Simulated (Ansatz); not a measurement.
Run report: AlSiH$_{7}$O$_{2}$, geometry relaxation (part 2 of 2)

AlSiH$_{7}$O$_{2}$; RKS revPBE/def2-SVP (Ansatz 0.2.0). The input holds or restrains some coordinates. Forces given for the steps count only the free coordinates. It belongs to a series of runs on one base structure; here: pulled along the bonds that form and break, towards end B.

Geometry of the input (Å):
```
Si 0.0000  0.0000  0.0000
H  0.0000  0.0000  1.8100
O  1.5842  0.0000  -0.5594
H  1.9006  -0.9521  -0.6761
H  -0.6877  1.1914  -0.4862
H  -0.6877  -1.1914  -0.4862
O  1.0384  1.5660  0.6243
Al 2.4929  1.4846  1.6472
H  3.2106  0.1184  1.8753
H  3.0499  2.7795  2.3155
H  0.5308  0.8005  1.7351
```

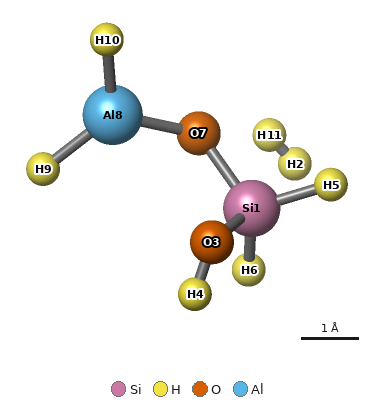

Figure 1. The geometry at step 14 of the log (ball-and-stick view, seen at a tilt; atoms are numbered from 1 in the order of the input).

### Trajectory as extended XYZ, continued
```
11
Properties=species:S:1:pos:R:3:forces:R:3 step=5 energy=-18671.16029
Si    0.2723    0.4133   -0.2832    0.1202  -0.2647  -0.3856
H    -0.0809   -0.1606    2.3292   -0.8763  -1.7789   0.5937
O     1.7731   -0.2023   -0.8266   -0.1087   1.3583  -0.5414
H     1.8777   -1.1446   -0.8257   -0.0882  -1.3882  -0.2059
H    -0.8575    1.2540   -0.8003    0.1188  -0.0454  -0.7972
H    -0.4939   -0.9828   -0.2117    0.5071   0.8068   0.8051
O     1.0117    1.6937    0.5452    0.1813  -0.3205   1.0521
Al    2.5056    1.5184    1.5119   -0.3406   0.0509  -0.1629
H     3.1706    0.1039    1.8748   -0.0644   0.0354  -0.0773
H     3.0204    2.8281    2.2725   -0.0098   0.0704  -0.2030
H     0.2329    0.4758    2.2133    0.5606   1.4758  -0.0777
11
Properties=species:S:1:pos:R:3:forces:R:3 step=6 energy=-18671.67921
Si    0.2999    0.4254   -0.2781   -0.3190   0.1673  -0.5113
H    -0.0970   -0.2174    2.2934   -0.3858  -0.8959   0.3511
O     1.7646   -0.1846   -0.8983    0.0567   0.2275  -0.5040
H     1.8506   -1.1508   -0.9009   -0.1471  -0.1693  -0.1375
H    -0.8031    1.2459   -0.9522    0.5528  -0.3496  -0.3970
H    -0.4433   -0.9207   -0.0297    0.3095   0.6213   0.5879
O     0.9871    1.6669    0.6329    0.0623  -0.3197   0.5874
Al    2.5099    1.5131    1.5275   -0.2833   0.1022  -0.0133
H     3.1656    0.0981    1.8658    0.0224  -0.0304  -0.0453
H     3.0215    2.8477    2.2380    0.0421   0.0567  -0.1568
H     0.1763    0.4733    2.3011    0.0894   0.5899   0.2388
11
Properties=species:S:1:pos:R:3:forces:R:3 step=7 energy=-18672.02112
Si    0.3177    0.4460   -0.2761   -0.1240   0.0789  -0.5189
H    -0.1279   -0.2606    2.2633   -0.4263  -1.0665   0.2674
O     1.7506   -0.1660   -0.9769   -0.1679   0.2760  -0.2864
H     1.8204   -1.1336   -0.9587   -0.0640  -0.1423  -0.0787
H    -0.7263    1.1995   -1.0982    0.5399  -0.2356  -0.0986
H    -0.4175   -0.8386    0.1452    0.2343   0.4852   0.2839
O     0.9645    1.6374    0.7201   -0.0508  -0.2790   0.1212
Al    2.5092    1.5151    1.5604   -0.1699   0.0291  -0.0163
H     3.1812    0.0970    1.8590    0.0194   0.0094  -0.0146
H     3.0429    2.8739    2.1926    0.0549   0.0701  -0.0761
H     0.1172    0.4268    2.3688    0.1545   0.7746   0.4169
11
Properties=species:S:1:pos:R:3:forces:R:3 step=8 energy=-18672.19395
Si    0.3438    0.4312   -0.2409    0.0463   0.2190  -0.4336
H    -0.2626   -0.3005    2.2636   -0.5852  -1.5455   0.0265
O     1.7586   -0.1714   -0.9717   -0.0957  -0.0530  -0.1429
H     1.7645   -1.1352   -1.1220    0.0152   0.1301   0.0254
H    -0.5538    1.1945   -1.1839    0.1560  -0.0834   0.0044
H    -0.4297   -0.7783    0.2491    0.0953   0.2060   0.0592
O     0.9278    1.5550    0.8611    0.2448  -0.2140  -0.1617
Al    2.5435    1.5360    1.5680   -0.1992  -0.0043  -0.0315
H     3.3207    0.1635    1.8157   -0.0018   0.0054   0.0140
H     3.0699    2.9377    2.1028    0.0249   0.0795  -0.0421
H    -0.0508    0.3644    2.4577    0.2993   1.2602   0.6824
11
Properties=species:S:1:pos:R:3:forces:R:3 step=9 energy=-18672.24847
Si    0.3785    0.3891   -0.2177    0.2612   0.1962  -0.5248
H    -0.4504   -0.2317    2.2649   -0.7131  -1.6069  -0.1187
O     1.7552   -0.1227   -1.0968   -0.2417   0.0227   0.0961
H     1.8016   -1.0800   -1.2781   -0.0139   0.1313   0.0615
H    -0.5729    1.1617   -1.0972    0.0889  -0.0926   0.0591
H    -0.3115   -0.8403    0.3182    0.0473   0.0461  -0.0406
O     0.9661    1.4620    0.9277    0.3086  -0.1184  -0.2795
Al    2.5907    1.5204    1.5900   -0.0941   0.0747  -0.0130
H     3.3757    0.1596    1.8789    0.0171   0.0145   0.0117
H     3.1225    2.9677    2.0101   -0.0054  -0.0394  -0.0399
H    -0.2233    0.4112    2.4994    0.3450   1.3718   0.7881
11
Properties=species:S:1:pos:R:3:forces:R:3 step=10 energy=-18672.28000
Si    0.3963    0.3651   -0.1856    0.2208   0.1940  -0.2451
H    -0.6429   -0.1951    2.2248   -0.8723  -1.5541  -0.2421
O     1.7516   -0.0493   -1.1351   -0.1264   0.0259   0.0372
H     1.8372   -1.0019   -1.3176    0.0201   0.0436   0.0170
H    -0.6028    1.1541   -0.9892    0.0650  -0.0620   0.0456
H    -0.2265   -0.9150    0.3098    0.0259   0.0236  -0.0583
O     0.9947    1.3658    1.0178    0.2469  -0.0098  -0.3616
Al    2.6435    1.5062    1.5857   -0.0083  -0.0036  -0.0133
H     3.4490    0.1746    1.9489    0.0176   0.0094   0.0046
H     3.2052    2.9775    1.8426   -0.0190  -0.0031  -0.0188
H    -0.3732    0.4148    2.4973    0.4297   1.3361   0.8349
11
Properties=species:S:1:pos:R:3:forces:R:3 step=11 energy=-18672.31671
Si    0.4082    0.3519   -0.1309    0.2927   0.1568  -0.3018
H    -0.8385   -0.1954    2.1852   -0.9502  -1.2234  -0.1102
O     1.7289    0.0019   -1.1543   -0.0626  -0.0280   0.0626
H     1.8521   -0.9487   -1.3262    0.0255   0.0473   0.0029
H    -0.6180    1.1422   -0.8879   -0.0235  -0.0070   0.0598
H    -0.1711   -0.9586    0.3345    0.0675   0.0177  -0.0678
O     1.0457    1.3256    1.0751    0.1574  -0.0913  -0.2859
Al    2.7180    1.5009    1.5597   -0.0659   0.0334   0.0936
H     3.5274    0.1890    1.9917    0.0265   0.0403  -0.0529
H     3.2567    2.9962    1.7382    0.0128  -0.0630  -0.0471
H    -0.4774    0.3918    2.4144    0.5200   1.1172   0.6469
11
Properties=species:S:1:pos:R:3:forces:R:3 step=12 energy=-18672.35640
Si    0.4209    0.3060   -0.0900    0.4092   0.2063  -0.3494
H    -1.0025   -0.0882    2.1548   -0.8993  -0.9265  -0.1069
O     1.7336    0.0804   -1.1637   -0.0937  -0.1682   0.0680
H     1.9215   -0.8586   -1.3536   -0.0052   0.1584   0.0089
H    -0.6541    1.0971   -0.7720   -0.0466  -0.0321   0.0483
H    -0.0792   -1.0662    0.2875    0.0454   0.0657   0.0665
O     1.0574    1.2453    1.1428    0.1824  -0.1146  -0.1131
Al    2.7339    1.4661    1.5923    0.0671   0.0566  -0.2286
H     3.6163    0.1778    1.9605   -0.0491   0.0723   0.0390
H     3.2796    2.9742    1.6235   -0.0422  -0.1135   0.0692
H    -0.5952    0.4630    2.4174    0.4319   0.7956   0.4982
11
Properties=species:S:1:pos:R:3:forces:R:3 step=13 energy=-18672.38426
Si    0.4458    0.2800   -0.0242    0.2552   0.0942  -0.1348
H    -1.1760   -0.0192    2.0834   -1.2650  -1.2356  -0.3214
O     1.7356    0.1433   -1.1385   -0.0442   0.0051   0.0692
H     1.9619   -0.7780   -1.3572    0.0263   0.0277  -0.0180
H    -0.6785    1.0537   -0.6406   -0.0145   0.0003   0.0153
H     0.0085   -1.1184    0.3246    0.0303   0.0103   0.0204
O     1.0894    1.1584    1.2482    0.0211  -0.0737  -0.2456
Al    2.7860    1.4376    1.5351    0.1828   0.0289  -0.0290
H     3.7105    0.1802    1.8906    0.0073   0.0317  -0.0051
H     3.2910    2.9538    1.5530   -0.0055  -0.0376   0.0087
H    -0.7422    0.5054    2.3250    0.8062   1.1487   0.6403
11
Properties=species:S:1:pos:R:3:forces:R:3 step=14 energy=-18672.41463
Si    0.4552    0.2513    0.0433    0.2339   0.1190   0.0427
H    -1.3444    0.0576    2.0082   -1.4209  -1.0999  -0.3885
O     1.7468    0.1956   -1.0754    0.0615   0.0137   0.0036
H     2.0067   -0.7046   -1.3391    0.0312   0.0150  -0.0140
H    -0.6787    1.0268   -0.5521   -0.0179  -0.0095   0.0127
H     0.0566   -1.1651    0.3562   -0.0001  -0.0174  -0.0238
O     1.1041    1.0793    1.3472    0.3019   0.0086  -0.2000
Al    2.8301    1.4124    1.4888   -0.2013  -0.0946  -0.0787
H     3.8128    0.1845    1.7773    0.0152   0.0150  -0.0072
H     3.2879    2.9403    1.4946    0.0029   0.0032  -0.0130
H    -0.8452    0.5189    2.2506    0.9934   1.0469   0.6664
11
Properties=species:S:1:pos:R:3:forces:R:3 step=15 energy=-18672.46411
Si    0.4661    0.2238    0.1084    0.1622   0.1415   0.1652
H    -1.4986    0.1572    1.9382   -1.2080  -0.6664  -0.3338
O     1.7722    0.2629   -1.0029    0.1764  -0.0876  -0.0055
H     2.0798   -0.6121   -1.3084   -0.0214   0.1351   0.0358
H    -0.6843    0.9899   -0.4691    0.0223  -0.0181  -0.0157
H     0.1028   -1.2151    0.3662    0.0130   0.0142  -0.0452
O     1.1088    1.0095    1.4424    0.4150  -0.0170  -0.2426
Al    2.8516    1.3717    1.4311   -0.3667  -0.1466  -0.1055
H     3.8876    0.1752    1.6705   -0.0210   0.0117  -0.0098
H     3.2755    2.9090    1.4090    0.0010   0.0088  -0.0307
H    -0.9296    0.5249    2.2140    0.8273   0.6243   0.5877
11
Properties=species:S:1:pos:R:3:forces:R:3 step=16 energy=-18672.53137
Si    0.4588    0.2156    0.1715    0.1266   0.1626   0.4304
H    -1.5713    0.2015    1.9038   -1.2501  -0.6489  -0.4013
O     1.8434    0.3492   -0.8579    0.3211  -0.1578  -0.0149
H     2.1957   -0.4940   -1.2129   -0.0640   0.2558   0.0814
H    -0.6757    0.9823   -0.4353    0.0467  -0.0265  -0.0570
H     0.1165   -1.2424    0.3497    0.0311   0.0555  -0.1005
O     1.0839    0.9483    1.5417    0.3441  -0.0366  -0.3215
Al    2.8324    1.3079    1.3247   -0.3778  -0.2394  -0.2035
H     3.9035    0.1342    1.5429   -0.0464   0.0150   0.0145
H     3.2436    2.8475    1.2720   -0.0038   0.0254  -0.0611
H    -0.9989    0.5468    2.1993    0.8725   0.5949   0.6335
11
Properties=species:S:1:pos:R:3:forces:R:3 step=17 energy=-18672.64224
Si    0.4474    0.2307    0.2194    0.0256   0.1821   0.5899
H    -1.6075    0.2137    1.9119   -1.4382  -0.6901  -0.5576
O     1.8983    0.4295   -0.7378    0.4911  -0.0773   0.0781
H     2.3003   -0.3856   -1.1046   -0.0730   0.1936   0.0343
H    -0.6490    1.0035   -0.4467    0.0292  -0.0320  -0.0134
H     0.1347   -1.2428    0.2970    0.0189   0.0872  -0.0746
O     1.0602    0.9204    1.6162    0.1530  -0.1578  -0.4995
Al    2.8018    1.2417    1.2211   -0.2709  -0.1210  -0.2711
H     3.8721    0.0801    1.5089   -0.0246   0.0156   0.0153
H     3.2048    2.7830    1.0870    0.0148  -0.0258  -0.0429
H    -1.0309    0.5228    2.2271    1.0741   0.6255   0.7415
11
Properties=species:S:1:pos:R:3:forces:R:3 step=18 energy=-18672.68876
Si    0.4426    0.2571    0.2491    0.0379   0.0852   0.4523
H    -1.6341    0.1795    1.9183   -1.5219  -0.7054  -0.5935
O     1.9347    0.4513   -0.6704    0.3078  -0.0286   0.0851
H     2.3305   -0.3553   -1.0582   -0.0388   0.1336   0.0177
H    -0.6278    1.0378   -0.4467    0.0197   0.0056  -0.0013
H     0.1257   -1.2155    0.2751    0.0157   0.0682  -0.0337
O     1.0539    0.9237    1.6528    0.0339  -0.1236  -0.4717
Al    2.7867    1.2254    1.1951   -0.0197  -0.0536  -0.3549
H     3.8521    0.0651    1.5009    0.0010   0.0123   0.0847
H     3.2117    2.7533    0.9670   -0.0204  -0.0428   0.0466
H    -1.0439    0.4746    2.2165    1.1847   0.6492   0.7685
11
Properties=species:S:1:pos:R:3:forces:R:3 step=19 energy=-18672.63238 accepted=F
Si    0.4070    0.2746    0.2584   -0.0296   0.2595   0.4685
H    -1.6049    0.1459    1.9785   -1.6344  -0.7566  -0.7154
O     1.9969    0.4889   -0.5684   -0.2106  -0.5797  -0.8239
H     2.3922   -0.2827   -1.0197   -0.0056   0.0782  -0.0871
H    -0.5949    1.0852   -0.5071    0.0191  -0.0285   0.0240
H     0.0855   -1.1924    0.1834    0.0517   0.0295   0.0031
O     1.0186    0.9171    1.6604    0.0540  -0.1366  -0.6014
Al    2.7510    1.1660    1.0612    0.6447   0.4083   1.0532
H     3.8138    0.0690    1.6193   -0.1319   0.0927  -0.1543
H     3.1963    2.6916    0.8277   -0.0350  -0.0453   0.0122
H    -1.0296    0.4339    2.3059    1.2777   0.6785   0.8210
11
Properties=species:S:1:pos:R:3:forces:R:3 step=20 energy=-18672.71538
Si    0.4243    0.2670    0.2639    0.2637   0.1806   0.3700
H    -1.6450    0.1550    1.9518   -1.6918  -0.8073  -0.6362
O     1.9630    0.4539   -0.6338    0.0407  -0.0396   0.0567
H     2.3417   -0.3364   -1.0664   -0.0037   0.0757  -0.0066
H    -0.6196    1.0574   -0.4604    0.0054  -0.0047  -0.0043
H     0.1167   -1.2039    0.2509   -0.0095   0.0190  -0.0059
O     1.0512    0.9350    1.6542    0.0209  -0.1546  -0.5714
Al    2.7879    1.2055    1.1246    0.0393  -0.0464   0.0807
H     3.8475    0.0711    1.5582   -0.0413   0.0401  -0.0353
H     3.2139    2.7365    0.9341   -0.0095  -0.0196  -0.0407
H    -1.0495    0.4557    2.2223    1.3859   0.7567   0.7932
11
Properties=species:S:1:pos:R:3:forces:R:3 step=21 energy=-18672.71819
Si    0.4246    0.2570    0.2720    0.3155   0.3020   0.3207
H    -1.6348    0.1578    1.9581   -1.6216  -0.7917  -0.6028
O     1.9782    0.4491   -0.5987   -0.1654   0.0509   0.0821
H     2.3169   -0.2799   -1.1451    0.1333  -0.0890  -0.0911
H    -0.6109    1.0334   -0.4789   -0.0251  -0.0016   0.0078
H     0.1201   -1.2129    0.2600   -0.0044  -0.0110   0.0233
O     1.0416    0.9525    1.6522   -0.0023  -0.2348  -0.5216
Al    2.7882    1.1904    1.1429   -0.0155   0.0696  -0.0077
H     3.8344    0.0725    1.6016    0.0532  -0.0696   0.0436
H     3.2148    2.7108    0.9060    0.0263   0.0386  -0.0071
H    -1.0412    0.4662    2.2294    1.3060   0.7366   0.7528
11
Properties=species:S:1:pos:R:3:forces:R:3 step=22 energy=-18672.72129
Si    0.4200    0.2569    0.2686    0.3204   0.1995   0.3080
H    -1.6322    0.1576    1.9649   -1.6154  -0.7896  -0.6043
O     1.9751    0.4385   -0.5959   -0.0845   0.1709   0.1346
H     2.3424   -0.2562   -1.1656    0.0644  -0.1552  -0.1192
H    -0.6154    1.0305   -0.4852   -0.0150   0.0089   0.0036
H     0.1109   -1.2120    0.2684   -0.0144  -0.0092   0.0151
O     1.0388    0.9522    1.6467   -0.0060  -0.1993  -0.5003
Al    2.7861    1.1869    1.1432   -0.0094   0.0568  -0.0136
H     3.8299    0.0699    1.6166    0.0381  -0.0496   0.0292
H     3.2170    2.7056    0.8977    0.0260   0.0315  -0.0050
H    -1.0407    0.4670    2.2400    1.2957   0.7353   0.7519
11
Properties=species:S:1:pos:R:3:forces:R:3 step=23 energy=-18672.72190
Si    0.4211    0.2524    0.2674    0.2586   0.2195   0.3634
H    -1.6351    0.1568    1.9598   -1.6340  -0.7967  -0.6061
O     1.9723    0.4412   -0.5940    0.0436  -0.0313  -0.0596
H     2.3331   -0.2472   -1.1838   -0.0103   0.0278   0.0229
H    -0.6229    1.0259   -0.4775    0.0093  -0.0110  -0.0067
H     0.1088   -1.2171    0.2781    0.0042   0.0094  -0.0094
O     1.0398    0.9494    1.6443    0.0409  -0.1589  -0.4733
Al    2.7901    1.1909    1.1461   -0.0107   0.0189   0.0086
H     3.8322    0.0700    1.6345   -0.0088   0.0035  -0.0043
H     3.2351    2.7092    0.8925   -0.0085  -0.0252   0.0043
H    -1.0425    0.4654    2.2322    1.3157   0.7441   0.7602
```

### Key numbers

```json
{"quantity": "outcome", "value": "converged under the restraints of the input"}
{"quantity": "total energy", "value": "−18672.7220 eV"}
{"quantity": "mean-field energy", "value": "−18672.7220 eV"}
{"quantity": "largest force (length of the vector) at the end, held atoms and coordinates included", "value": "1.916 eV/Å"}
{"quantity": "hardware", "value": "2 threads of Arm Neoverse V1, 24 GiB of memory available, shared host"}
{"quantity": "wall time", "value": "47 s (CPU time 90 s)"}
{"quantity": "peak memory", "value": "0.13 GiB"}
```
